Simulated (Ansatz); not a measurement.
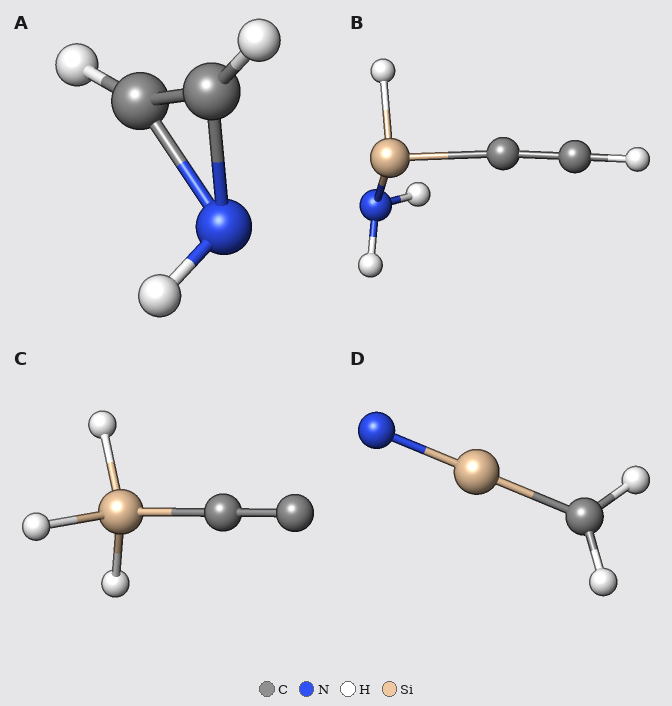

(Drawn from a calculation with Ansatz.)

Which panel belongs to which SMILES?
(1) C1=CN1
(2) [C-]#C[SiH3]
(3) C=[Si]=[N]
(4) [CH-]=C=[SiH]N

Answer. A is (1), B is (4), C is (2), D is (3).
